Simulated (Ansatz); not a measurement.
# MgTe: response to strain

Consider MgTe in the wurtzite structure (space group P6_3mc, No. 186; a = 4.5614 Å, c = 7.4119 Å). Axes: x lies along a and z along c of the hexagonal cell.

Strains are applied to the cell and any free atomic positions relax; under biaxial strain the out-of-plane vector relaxes too.

Calculations: PBEsol (Ansatz, an electronic-structure program; PAW; 420 eV plane waves; no SOC).

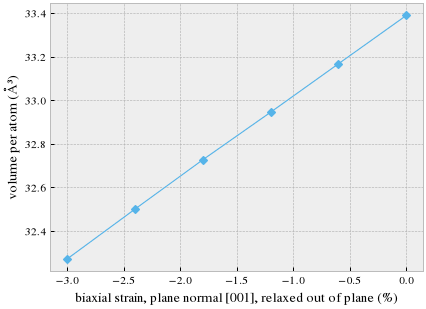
*Volume per atom against biaxial strain, plane normal [001], relaxed out of plane*

**Question.** From the plot, what is the volume per atom for biaxial strain −1.80 %, plane normal [001], relaxed out of plane?

**Answer.** About 32.73 Å³.

**Question.** Is the trend monotonic over the range shown?

**Answer.** Yes, it rises throughout, spanning 32.27 Å³ to 33.39 Å³.

Whether these cells are dynamically stable was not tested.
